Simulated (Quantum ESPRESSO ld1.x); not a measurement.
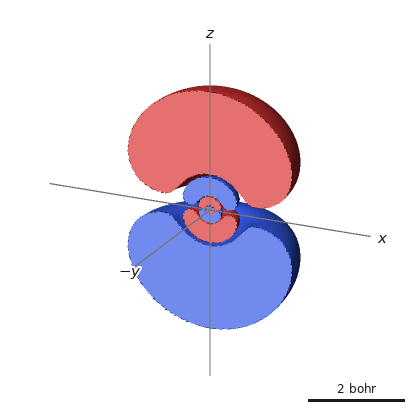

**Figure 1.** One occupied orbital is shown. The surface of constant |ψ| that holds about 90 % of the electron is drawn, red where ψ is positive and blue where it is negative, with the half in front of the xz plane cut away and the cut face painted. The radial function comes from the spherical calculation and is multiplied by a real spherical harmonic; the overall sign is chosen so that the largest lobe of P(r) is positive; at the scalar-relativistic level it is the large component. It is 5p(z). It has the nodal plane xy and 3 radial nodes, at r = 0.102, 0.303 and 0.762 bohr. The outermost maximum of P² lies at 1.44 bohr, ⟨r⟩ = 1.62 bohr, 90 % of the charge lies within 2.35 bohr, and the eigenvalue is −30.4 eV, with 6 electrons in the shell.

Nd: atomic calculation

The neutral neodymium atom in the configuration [Xe] 4f2 5d1 6s2 6p1. Computed at this level: scalar-relativistic Kohn-Sham, revPBE, spin-unpolarised, spherical densities, point nucleus (Quantum ESPRESSO ld1.x 7.5).

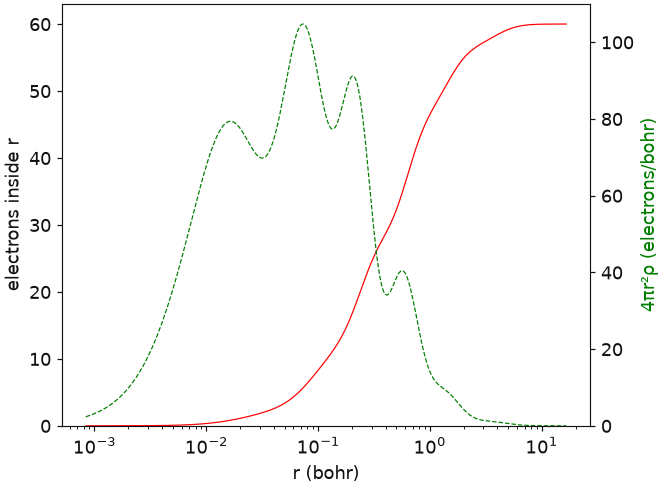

**Figure 2.** The number of electrons inside radius r (solid) and the radial density 4πr²ρ (dashed). The count levels off at 60 electrons. Half of them lie within 0.438 bohr, 90 % within 1.81 bohr and 99 % within 5.41 bohr. The radial density has minima at 0.0316, 0.134 and 0.409 bohr, where the count stands at 2.0, 11.1 and 29.0; these part the shells that the density resolves.

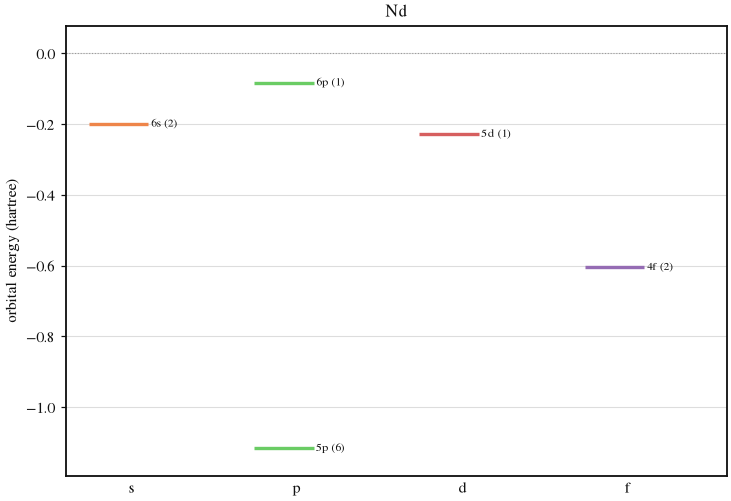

**Figure 3.** The outer levels are drawn (occupations in brackets). The highest occupied level is 6p at −0.0825 hartree. From the top down the occupied levels run 6p (−0.0825 hartree), 6s (−0.199 hartree), 5d (−0.228 hartree), 4f (−0.604 hartree), 5p (−1.12 hartree). The open 4f and 5d shells lie under a filled one.

These pictures come from the run below.

**The input**
```
 &input
    zed=60.0,
    iswitch=1,
    rel=1,
    dft='REVPBE',
    config='[Xe] 4f2 5d1 6s2 6p1',
    prefix='ld1',
    max_out_wfc=37,
    file_charge='ld1.rho',
 /
```

**Log**
```
     Program LD1 v.7.5 starts

     --------------------------- All-electron run ----------------------------

     scalar relativistic calculation

     atomic number is 60.00
     dft =REVPBE   lsd =0 sic =0 latt =0  beta=0.20 tr2=1.0E-14
     Exchange-correlation= REVPBE
                           (   1   4   4   4   0   0   0)
     mesh =2089 r(mesh) = 100.44953 a.u. xmin = -8.00 dx = 0.00800
     1 Ry =  13.60569312 eV, c = 137.03599908

     n l     nl                  e(Ry)          e(Ha)          e(eV)
     1 0     1S 1( 2.00)     -3191.4320     -1595.7160    -43421.6438
     2 0     2S 1( 2.00)      -517.3106      -258.6553     -7038.3688
     2 1     2P 1( 6.00)      -462.5129      -231.2564     -6292.8079
     3 0     3S 1( 2.00)      -113.4144       -56.7072     -1543.0822
     3 1     3P 1( 6.00)       -96.1386       -48.0693     -1308.0324
     4 0     4S 1( 2.00)       -23.6302       -11.8151      -321.5055
     4 1     4P 1( 6.00)       -17.9447        -8.9724      -244.1506
     3 2     3D 1(10.00)       -72.1862       -36.0931      -982.1436
     5 0     5S 1( 2.00)        -3.6974        -1.8487       -50.3055
     5 1     5P 1( 6.00)        -2.2315        -1.1157       -30.3606
     4 2     4D 1(10.00)        -9.8563        -4.9282      -134.1020
     4 3     4F 1( 2.00)        -1.2078        -0.6039       -16.4328
     5 2     5D 1( 1.00)        -0.4555        -0.2277        -6.1971
     6 0     6S 1( 2.00)        -0.3975        -0.1987        -5.4078
     6 1     6P 1( 1.00)        -0.1650        -0.0825        -2.2456

     final scf error:  7.3E-15 reached in  22 iterations

     Etot =  -19247.670282 Ry,   -9623.835141 Ha, -261877.895190 eV

     Ekin =   20487.616775 Ry,   10243.808387 Ha,  278748.226658 eV
     Encl =  -46678.772085 Ry,  -23339.386043 Ha, -635097.048348 eV
     Eh   =    7386.578901 Ry,    3693.289450 Ha,  100499.525754 eV
     Exc  =    -443.093873 Ry,    -221.546936 Ha,   -6028.599255 eV

     normalization and overlap integrals

     s(1S/1S) =  1.000000  <r> =   0.0236  <r2> =    0.0008  r(max) =   0.0151
     s(1S/2S) = -0.019829
     s(1S/3S) = -0.008528
     s(1S/4S) = -0.004080
     s(1S/5S) = -0.001745
     s(1S/6S) = -0.000597
     s(2S/2S) =  1.000000  <r> =   0.1010  <r2> =    0.0120  r(max) =   0.0852
     s(2S/3S) = -0.005321
     s(2S/4S) = -0.002439
     s(2S/5S) = -0.001035
     s(2S/6S) = -0.000353
     s(2P/2P) =  1.000000  <r> =   0.0888  <r2> =    0.0096  r(max) =   0.0687
     s(2P/3P) = -0.004305
     s(2P/4P) = -0.001869
     s(2P/5P) = -0.000726
     s(2P/6P) = -0.000208
     s(3S/3S) =  1.000000  <r> =   0.2663  <r2> =    0.0810  r(max) =   0.2431
     s(3S/4S) = -0.001699
     s(3S/5S) = -0.000699
     s(3S/6S) = -0.000237
     s(3P/3P) =  1.000000  <r> =   0.2645  <r2> =    0.0811  r(max) =   0.2392
     s(3P/4P) = -0.001453
     s(3P/5P) = -0.000548
     s(3P/6P) = -0.000156
     s(4S/4S) =  1.000000  <r> =   0.6049  <r2> =    0.4125  r(max) =   0.5631
     s(4S/5S) = -0.000469
     s(4S/6S) = -0.000157
     s(4P/4P) =  1.000000  <r> =   0.6393  <r2> =    0.4644  r(max) =   0.5908
     s(4P/5P) = -0.000372
     s(4P/6P) = -0.000105
     s(3D/3D) =  1.000000  <r> =   0.2418  <r2> =    0.0688  r(max) =   0.1959
     s(3D/4D) = -0.001041
     s(3D/5D) = -0.000283
     s(5S/5S) =  1.000000  <r> =   1.4150  <r2> =    2.2449  r(max) =   1.2939
     s(5S/6S) = -0.000087
     s(5P/5P) =  1.000000  <r> =   1.6210  <r2> =    2.9685  r(max) =   1.4357
     s(5P/6P) = -0.000055
     s(4D/4D) =  1.000000  <r> =   0.6980  <r2> =    0.5641  r(max) =   0.6149
     s(4D/5D) = -0.000204
     s(4F/4F) =  1.000000  <r> =   0.9182  <r2> =    1.0672  r(max) =   0.6400
     s(5D/5D) =  1.000000  <r> =   2.4266  <r2> =    6.9555  r(max) =   1.8996
     s(6S/6S) =  1.000000  <r> =   3.8254  <r2> =   16.4857  r(max) =   3.3523
     s(6P/6P) =  1.000000  <r> =   5.0236  <r2> =   28.8401  r(max) =   4.2277

     ------------------------ End of All-electron run ------------------------
```

**Orbitals**

```tsv
orbital	occupation	energy (eV)	⟨r⟩ (bohr)	outer maximum (bohr)
1s	2	−43421.6	0.02363	0.0151
2s	2	−7038.4	0.1010	0.0852
2p	6	−6292.8	0.08881	0.0687
3s	2	−1543.1	0.2663	0.243
3p	6	−1308.0	0.2645	0.239
3d	10	−982.144	0.2418	0.196
4s	2	−321.505	0.6049	0.563
4p	6	−244.151	0.6393	0.591
4d	10	−134.102	0.6980	0.615
5s	2	−50.306	1.415	1.29
5p	6	−30.361	1.621	1.44
4f	2	−16.433	0.9182	0.640
5d	1	−6.197	2.427	1.90
6s	2	−5.408	3.825	3.35
6p	1	−2.246	5.024	4.23
```

**Slater integrals of the outer shells (hartree)**

| integral | value |
| --- | --- |
| F0(6p,6p) | 0.1800 |
| F2(6p,6p) | 0.0971 |
| F0(6p,6s) | 0.2013 |
| G1(6p,6s) | 0.1232 |
| F0(6p,5d) | 0.2207 |
| F2(6p,5d) | 0.0739 |
| G1(6p,5d) | 0.0403 |
| G3(6p,5d) | 0.0306 |

**Summary**

- outcome: converged
- total energy: −9623.8351 hartree
- kinetic energy: 10243.8084 hartree
- electron–nucleus energy: −23339.3860 hartree
- Hartree energy: 3693.2895 hartree
- exchange–correlation energy: −221.546936 hartree
- radius at density 0.001 e/bohr³: 5.58 bohr
- SCF iterations: 22
- hardware: 1 CPU thread, shared host
- wall time: 1.4 s
